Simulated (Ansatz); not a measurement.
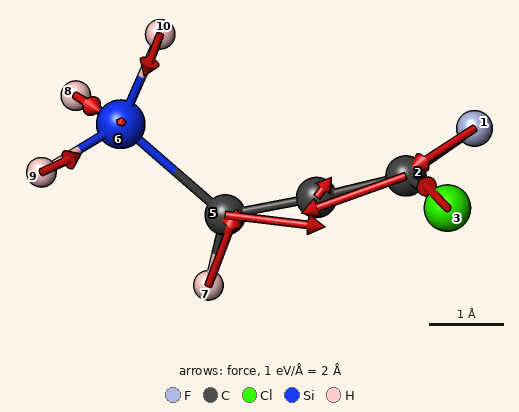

Starting geometry of C₃H₄ClFSi with the computed forces as red arrows. The picture is a ball-and-stick view, seen at a tilt.

The start comes from PBE-D4/def2-SVP.

Theory: RKS PBE0-D4/def2-TZVP (Ansatz). (force threshold 0.005 eV/Å; at most 150 steps)

What follows when this structure is relaxed?

It isn't relaxed: the largest force vector, on a C atom, is 0.76 eV/Å. The final displacements follow the starting forces only in part (cosine between the two patterns 0.59). The largest move after the best rigid fit is that of the F atom, 0.060 Å. By element the largest moves are F 0.060 Å, H 0.056 Å, Cl 0.047 Å, C 0.041 Å, Si 0.025 Å. Among the contacts that change: C–Cl 1.735 → 1.709 Å, H–Si 1.507 → 1.486 Å, C–Si 1.893 → 1.873 Å, C–C 1.320 → 1.299 Å. After 6 accepted moves (8 points after the start) the energy has fallen by 5.96 kJ/mol. The largest force component goes from 0.67 to 0.0039 eV/Å. The line search rejected the trial steps at points 2, 4 of the run.
